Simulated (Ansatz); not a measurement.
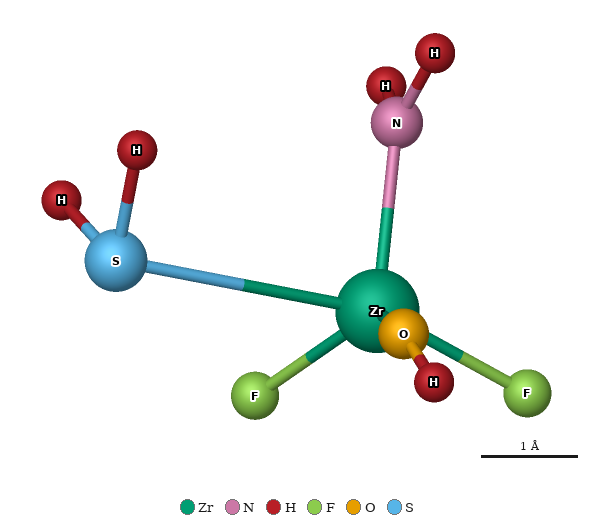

The starting structure (ball-and-stick view, seen at a tilt). Sticks mark near contacts.

**Nudged elastic band, with input and output: ZrNH$_{5}$SOF$_{2}$ (part 1 of 2)**

ZrNH$_{5}$SOF$_{2}$, computed with RKS PBE0/def2-SVP (Ansatz 0.2.0).

It belongs to a series of runs on one base structure; here: band between the two ends.

## Input file
```yaml
crystal:
  periodic: [false, false, false]
  atoms:
    - { symbol: Zr, position_ang: [-0.094808, -0.117575, 0.279741] }
    - { symbol: "N", position_ang: [0.197906, -0.207979, 2.28916] }
    - { symbol: H, position_ang: [0.222984, -1.050566, 2.859182] }
    - { symbol: H, position_ang: [0.52801, 0.569629, 2.858008] }
    - { symbol: F, position_ang: [1.662822, -0.09778, -0.492945] }
    - { symbol: F, position_ang: [-0.611781, 1.658159, -0.289314] }
    - { symbol: O, position_ang: [-0.752331, -1.824647, -0.356879] }
    - { symbol: H, position_ang: [-0.802041, -2.513384, -1.020355] }
    - { symbol: S, position_ang: [-3.05725, 0.124356, 0.694596] }
    - { symbol: H, position_ang: [-3.24876, -0.785137, 1.673131] }
    - { symbol: H, position_ang: [-3.087952, 1.167124, 1.551473] }
basis:
  gaussian: { orbitals: def2-SVP }
hamiltonian:
  xc: pbe0
neb:
  order_check: false
  images: 5
  f_tol: 0.03
  max_iterations: 60
  final_atoms:
    - { symbol: Zr, position_ang: [-0.72774894, -0.00831968, 0.0606504] }
    - { symbol: "N", position_ang: [-0.26385267, -0.32571386, 2.43853552] }
    - { symbol: H, position_ang: [-0.03955616, -1.3006875, 2.63941149] }
    - { symbol: H, position_ang: [0.55641007, 0.23197411, 2.68106489] }
    - { symbol: F, position_ang: [0.81769786, 1.11547929, 0.31034815] }
    - { symbol: F, position_ang: [-1.30252594, 0.52613402, -1.68628804] }
    - { symbol: O, position_ang: [-0.29403532, -1.86909196, -0.13272839] }
    - { symbol: H, position_ang: [-0.28941186, -2.75024208, -0.50593261] }
    - { symbol: S, position_ang: [-2.91645395, 0.52064657, 1.15612331] }
    - { symbol: H, position_ang: [-3.56631349, 0.83395561, 0.01410926] }
    - { symbol: H, position_ang: [-1.0174106, -0.05193451, 3.07050402] }
  initial_path:
    images:
      - { positions_ang: [[-0.094808, -0.117575, 0.279741], [0.197906, -0.207979, 2.28916], [0.222984, -1.050566, 2.859182], [0.52801, 0.569629, 2.858008], [1.662822, -0.09778, -0.492945], [-0.611781, 1.658159, -0.289314], [-0.752331, -1.824647, -0.356879], [-0.802041, -2.513384, -1.020355], [-3.05725, 0.124356, 0.694596], [-3.24876, -0.785137, 1.673131], [-3.087952, 1.167124, 1.551473]] }
      - { positions_ang: [[-0.07729009, -0.06598364, 0.17830247], [0.14815555, -0.13642136, 2.37064963], [-0.11798025, -0.80004781, 2.93629149], [0.66362667, 0.47967541, 2.91733981], [1.70831879, -0.03012056, -0.57828636], [-0.7573673, 1.64869309, -0.40273852], [-0.8305408, -1.77446377, -0.47165054], [-1.00096712, -2.39671269, -0.65338653], [-2.94221381, 0.06555885, 0.78592073], [-3.32243946, -0.8360287, 1.17977945], [-2.51450319, 0.76805118, 1.78357638]] }
      - { positions_ang: [[-0.05977218, -0.01439228, 0.07686394], [0.0984051, -0.06486372, 2.45213925], [-0.4589445, -0.54952962, 3.01340097], [0.79924334, 0.38972182, 2.97667162], [1.75381557, 0.03753888, -0.66362772], [-0.9029536, 1.63922717, -0.51616305], [-0.90875059, -1.72428053, -0.58642209], [-1.19989324, -2.28004139, -0.28641806], [-2.82717762, 0.0067617, 0.87724546], [-3.39611891, -0.8869204, 0.68642791], [-1.94105437, 0.36897836, 2.01567976]] }
      - { positions_ang: [[-0.04225426, 0.03719909, -0.02457459], [0.04865464, 0.00669393, 2.53362888], [-0.79990875, -0.29901143, 3.09051046], [0.93486001, 0.29976824, 3.03600343], [1.79931236, 0.10519832, -0.74896908], [-1.0485399, 1.62976126, -0.62958757], [-0.98696039, -1.6740973, -0.70119363], [-1.39881936, -2.16337008, 0.08055041], [-2.71214143, -0.05203545, 0.96857019], [-3.46979837, -0.9378121, 0.19307636], [-1.36760556, -0.03009447, 2.24778314]] }
      - { positions_ang: [[-0.27075249, 0.02202616, 0.00383374], [-0.05551446, -0.10410867, 2.50193109], [-0.54645789, -0.63290345, 2.94014413], [0.80871003, 0.2771702, 2.91769058], [1.47210753, 0.44195864, -0.39586333], [-1.13320191, 1.26188551, -0.98182106], [-0.75598537, -1.73909552, -0.51170521], [-1.02901686, -2.35899408, -0.11494393], [-2.7802456, 0.13885856, 1.03108789], [-3.50197008, -0.34722286, 0.13342066], [-1.25087391, -0.03737448, 2.52202343]] }
      - { positions_ang: [[-0.49925071, 0.00685324, 0.03224207], [-0.15968357, -0.21491127, 2.47023331], [-0.29300702, -0.96679548, 2.78977781], [0.68256005, 0.25457215, 2.79937774], [1.14490269, 0.77871897, -0.04275759], [-1.21786392, 0.89400976, -1.33405455], [-0.52501034, -1.80409374, -0.3222168], [-0.65921436, -2.55461808, -0.31043827], [-2.84834978, 0.32975257, 1.0936056], [-3.53414179, 0.24336637, 0.07376496], [-1.13414225, -0.0446545, 2.79626373]] }
      - { positions_ang: [[-0.72774894, -0.00831968, 0.0606504], [-0.26385267, -0.32571386, 2.43853552], [-0.03955616, -1.3006875, 2.63941149], [0.55641007, 0.23197411, 2.68106489], [0.81769786, 1.11547929, 0.31034815], [-1.30252594, 0.52613402, -1.68628804], [-0.29403532, -1.86909196, -0.13272839], [-0.28941186, -2.75024208, -0.50593261], [-2.91645395, 0.52064657, 1.15612331], [-3.56631349, 0.83395561, 0.01410926], [-1.0174106, -0.05193451, 3.07050402]] }
```

Launched with:
```bash
ansatz run input.yaml --threads 4 --pin off --max-ram 5120MiB --backend cpu --events-out ev --progress --plain --runs-dir out
```

## What the program printed
```
Engine: ansatz 0.2.0, x86_64-unknown-linux-gnu
Functional definition: PBE0
  parameter a = 0.25
  parameter kappa = 0.804
  parameter beta = 0.06672455060314922
  exchange = (1 - a)*pbe_x(kappa = kappa, mu = beta*pi^2/3) + a*exact_x
  correlation = pbe_c(beta = beta)
1377 factors; integrals over basis functions are off by at most 4.3e-4 eV
mean field evaluation 1: about -21138.2241 eV, gradient 8.7e1 eV
mean field evaluation 2: about -21090.9110 eV, gradient 1.8e2 eV
mean field evaluation 4: about -21151.9536 eV, gradient 6.0e0 eV
mean field evaluation 8: about -21152.0762 eV, gradient 4.6e-1 eV
mean field evaluation 16: about -21152.0767 eV, gradient 1.1e-4 eV
mean field -21152.07669719 eV, -777.3244812293 hartree, gradient 2.4e-5 eV, S^2 0.000000; 0 other end points of the search recorded, 0 dependent functions left out
the calculation of the forces begins
reference -21152.07676472 eV, -777.3244837108 hartree; 33, 33 occupied and 97, 97 virtual orbitals, 1377 factors
1377 factors; integrals over basis functions are off by at most 1.0e-3 eV
mean field evaluation 32: about -21153.2204 eV, gradient 6.8e-3 eV
mean field -21153.22036407 eV, -777.3665102118 hartree, gradient 3.8e-5 eV, S^2 0.000000; 0 other end points of the search recorded, 0 dependent functions left out
[... from here on the field's lines of each further geometry are left out, up to the last ...]
NEB iter   1: max|band force component| = 4.663e1 eV/Å  barrier→ = 7.9440 eV  barrier← = 9.0876 eV  Δτ_max = 0.2000 Å  (205 SCF iters)
NEB iter   2: max|band force component| = 5.894e0 eV/Å  barrier→ = 2.5123 eV  barrier← = 3.6560 eV  Δτ_max = 0.2000 Å  (182 SCF iters)
NEB iter   3: max|band force component| = 2.588e0 eV/Å  barrier→ = 1.4667 eV  barrier← = 2.6104 eV  Δτ_max = 0.2000 Å  (160 SCF iters)
NEB iter   4: max|band force component| = 1.257e0 eV/Å  barrier→ = 0.9489 eV  barrier← = 2.0925 eV  Δτ_max = 0.1991 Å  (157 SCF iters)
NEB iter   5: max|band force component| = 9.630e-1 eV/Å  barrier→ = 0.5916 eV  barrier← = 1.7352 eV  Δτ_max = 0.2000 Å  (151 SCF iters)
NEB iter   6: max|band force component| = 9.741e-1 eV/Å  barrier→ = 0.2838 eV  barrier← = 1.4274 eV  Δτ_max = 0.1010 Å  (159 SCF iters)
NEB iter   7: max|band force component| = 1.808e0 eV/Å  barrier→ = 0.2234 eV  barrier← = 1.3671 eV  Δτ_max = 0.0504 Å  (152 SCF iters)
NEB iter   8: max|band force component| = 6.277e-1 eV/Å  barrier→ = 0.1917 eV  barrier← = 1.3353 eV  Δτ_max = 0.1016 Å  (152 SCF iters)
NEB iter   9: max|band force component| = 4.430e-1 eV/Å  barrier→ = 0.1696 eV  barrier← = 1.3132 eV  CI = image 2  Δτ_max = 0.2000 Å  (154 SCF iters)
NEB iter  10: max|band force component| = 6.511e-1 eV/Å  barrier→ = 0.2445 eV  barrier← = 1.3882 eV  CI = image 2  Δτ_max = 0.1003 Å  (160 SCF iters)
NEB iter  11: max|band force component| = 5.251e-1 eV/Å  barrier→ = 0.2132 eV  barrier← = 1.3569 eV  CI = image 2  Δτ_max = 0.0992 Å  (154 SCF iters)
NEB iter  12: max|band force component| = 2.938e-1 eV/Å  barrier→ = 0.2001 eV  barrier← = 1.3437 eV  CI = image 2  Δτ_max = 0.0992 Å  (158 SCF iters)
NEB iter  13: max|band force component| = 3.827e-1 eV/Å  barrier→ = 0.1917 eV  barrier← = 1.3353 eV  CI = image 2  Δτ_max = 0.0501 Å  (156 SCF iters)
NEB iter  14: max|band force component| = 3.292e-1 eV/Å  barrier→ = 0.1880 eV  barrier← = 1.3317 eV  CI = image 2  Δτ_max = 0.0501 Å  (158 SCF iters)
NEB iter  15: max|band force component| = 1.886e-1 eV/Å  barrier→ = 0.1851 eV  barrier← = 1.3287 eV  CI = image 2  Δτ_max = 0.0506 Å  (155 SCF iters)
NEB iter  16: max|band force component| = 8.527e-2 eV/Å  barrier→ = 0.1834 eV  barrier← = 1.3270 eV  CI = image 2  Δτ_max = 0.0980 Å  (151 SCF iters)
NEB iter  17: max|band force component| = 2.281e-1 eV/Å  barrier→ = 0.1825 eV  barrier← = 1.3262 eV  CI = image 2  Δτ_max = 0.0506 Å  (157 SCF iters)
NEB iter  18: max|band force component| = 1.380e-1 eV/Å  barrier→ = 0.1820 eV  barrier← = 1.3257 eV  CI = image 2  Δτ_max = 0.0501 Å  (159 SCF iters)
NEB iter  19: max|band force component| = 1.644e-1 eV/Å  barrier→ = 0.1817 eV  barrier← = 1.3254 eV  CI = image 2  Δτ_max = 0.0251 Å  (159 SCF iters)
NEB iter  20: max|band force component| = 6.988e-2 eV/Å  barrier→ = 0.1815 eV  barrier← = 1.3252 eV  CI = image 2  Δτ_max = 0.0501 Å  (155 SCF iters)
NEB iter  21: max|band force component| = 1.032e-1 eV/Å  barrier→ = 0.1814 eV  barrier← = 1.3250 eV  CI = image 2  Δτ_max = 0.0251 Å  (148 SCF iters)
NEB iter  22: max|band force component| = 1.075e-1 eV/Å  barrier→ = 0.1813 eV  barrier← = 1.3249 eV  CI = image 2  Δτ_max = 0.0125 Å  (138 SCF iters)
NEB iter  23: max|band force component| = 8.404e-2 eV/Å  barrier→ = 0.1812 eV  barrier← = 1.3248 eV  CI = image 2  Δτ_max = 0.0125 Å  (147 SCF iters)
NEB iter  24: max|band force component| = 7.131e-2 eV/Å  barrier→ = 0.1811 eV  barrier← = 1.3248 eV  CI = image 2  Δτ_max = 0.0125 Å  (124 SCF iters)
NEB iter  25: max|band force component| = 6.970e-2 eV/Å  barrier→ = 0.1811 eV  barrier← = 1.3247 eV  CI = image 2  Δτ_max = 0.0250 Å  (126 SCF iters)
NEB iter  26: max|band force component| = 6.445e-2 eV/Å  barrier→ = 0.1811 eV  barrier← = 1.3247 eV  CI = image 2  Δτ_max = 0.0251 Å  (145 SCF iters)
NEB iter  27: max|band force component| = 6.171e-2 eV/Å  barrier→ = 0.1811 eV  barrier← = 1.3247 eV  CI = image 2  Δτ_max = 0.0251 Å  (150 SCF iters)
NEB iter  28: max|band force component| = 5.979e-2 eV/Å  barrier→ = 0.1811 eV  barrier← = 1.3247 eV  CI = image 2  Δτ_max = 0.0501 Å  (150 SCF iters)
NEB iter  29: max|band force component| = 5.693e-2 eV/Å  barrier→ = 0.1811 eV  barrier← = 1.3247 eV  CI = image 2  Δτ_max = 0.0501 Å  (146 SCF iters)
NEB iter  30: max|band force component| = 5.458e-2 eV/Å  barrier→ = 0.1811 eV  barrier← = 1.3247 eV  CI = image 2  Δτ_max = 0.0500 Å  (137 SCF iters)
NEB iter  31: max|band force component| = 4.726e-2 eV/Å  barrier→ = 0.1811 eV  barrier← = 1.3247 eV  CI = image 2  Δτ_max = 0.0501 Å  (132 SCF iters)
NEB iter  32: max|band force component| = 5.788e-2 eV/Å  barrier→ = 0.1811 eV  barrier← = 1.3247 eV  CI = image 2  Δτ_max = 0.0250 Å  (130 SCF iters)
NEB iter  33: max|band force component| = 5.773e-2 eV/Å  barrier→ = 0.1811 eV  barrier← = 1.3247 eV  CI = image 2  Δτ_max = 0.0250 Å  (130 SCF iters)
NEB iter  34: max|band force component| = 5.695e-2 eV/Å  barrier→ = 0.1811 eV  barrier← = 1.3247 eV  CI = image 2  Δτ_max = 0.0250 Å  (131 SCF iters)
NEB iter  35: max|band force component| = 5.381e-2 eV/Å  barrier→ = 0.1811 eV  barrier← = 1.3247 eV  CI = image 2  Δτ_max = 0.0250 Å  (130 SCF iters)
NEB iter  36: max|band force component| = 4.939e-2 eV/Å  barrier→ = 0.1811 eV  barrier← = 1.3247 eV  CI = image 2  Δτ_max = 0.0250 Å  (129 SCF iters)
```
